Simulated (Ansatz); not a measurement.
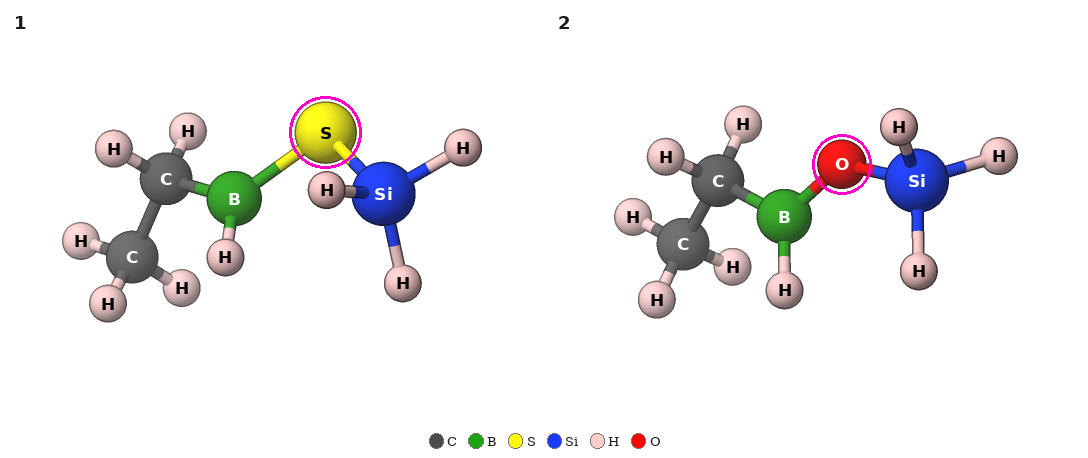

2 molecules with one skeleton, seen from the same side and at one scale; the atom that differs is circled. Charge 0, singlet. Computed geometries: PBE0-D4/def2-TZVP optimisations, one conformation each. Properties computed with Ansatz 0.2.0.

One atom differs, called X below: S in panel 1, O in panel 2. Their formulas are C2H9BSSi (`CCBS[SiH3]`), C2H9BOSi (`CCBO[SiH3]`).

**In which is the dipole moment larger (PBE0-D4/def2-TZVP)?**

In panel 1 (X = S).

**In which is the length of X–Si larger (PBE0-D4/def2-TZVP)?**

In panel 1 (X = S).

Give the values. With PBE0-D4/def2-TZVP: length of X–B (Å), length of X–Si (Å), angle B–X–Si (°), dipole moment (D), harmonic zero-point energy (kJ/mol). With revPBE-D4/def2-TZVPP: HOMO energy (Kohn–Sham orbital) (eV), HOMO–LUMO gap (eV).

| quantity | 1 (S) | 2 (O) | 2 − 1 |
| --- | --- | --- | --- |
| length of X–B (Å) | 1.792 | 1.357 | −0.435 |
| length of X–Si (Å) | 2.148 | 1.652 | −0.496 |
| angle B–X–Si (°) | 99.2 | 132.1 | +32.9 |
| HOMO energy (Kohn–Sham orbital) (eV) | −6.76 | −6.62 | +0.14 |
| HOMO–LUMO gap (eV) | 4.82 | 5.55 | +0.73 |
| dipole moment (D) | 0.61 | 0.24 | −0.37 |
| harmonic zero-point energy (kJ/mol) | 276.2 | 283.1 | +6.9 |
